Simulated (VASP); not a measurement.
Band structure of NaI (rock salt). These are PBE GGA, VASP's PBE PAW potentials (set 64) (plane waves; VASP) values and carry that method's errors.

Unless said otherwise, spin-orbit coupling is left out, though it shifts the bands of the heavy elements here.

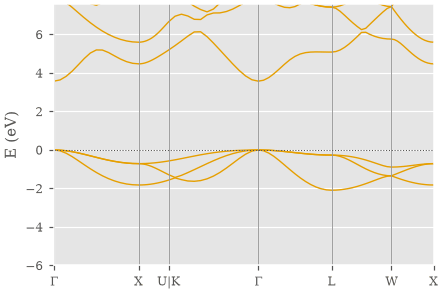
Bands along high-symmetry lines, zero at the valence-band maximum or, without a gap, the Fermi level

Q: Read the plot: is there a gap, and where are the band edges?

A: The gap is direct, 3.58 eV, from the valence maximum at Γ to the conduction minimum at Γ. (Edges off the drawn lines would not show.)

Measured: gap 5.90 eV (computed value off by -2.32 eV), as given by Abedi et al., (2022), arXiv:2211.14644.

The compound is NaI in the rock salt structure. It was relaxed first.
